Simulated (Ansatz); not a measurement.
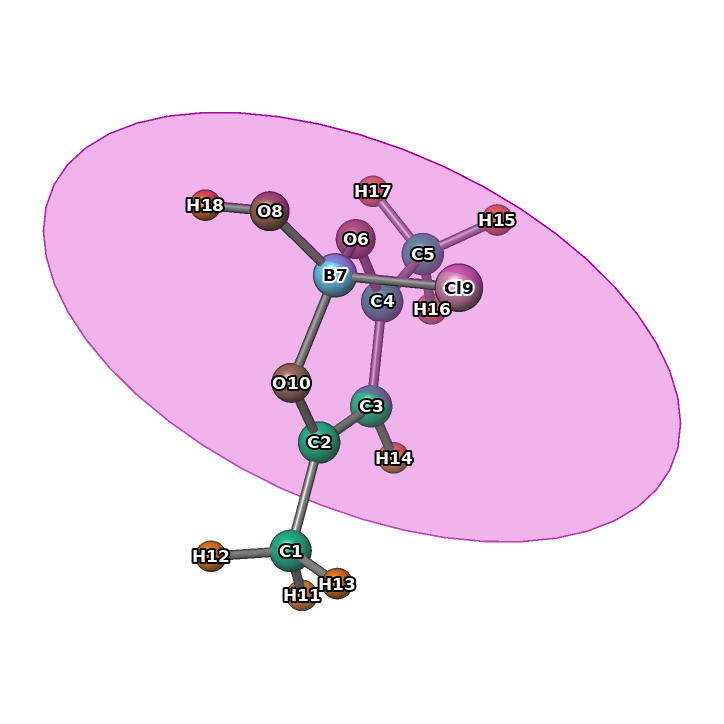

A disc through the centre of mass is drawn in. Atoms fade into the background with distance from the viewer. The geometry was computed by an optimisation with PBE-D4/def2-SVP. No frequency run is at hand to confirm it as a minimum.

### Is the plane of the disc a mirror plane of the structure?

Yes. The reflection leaves C3, B7, O8, Cl9, H14, H18 in place and moves C1 ↔ C5; C2 ↔ C4; O6 ↔ O10; H11 ↔ H16; H12 ↔ H17; H13 ↔ H15. The point group is Cs.
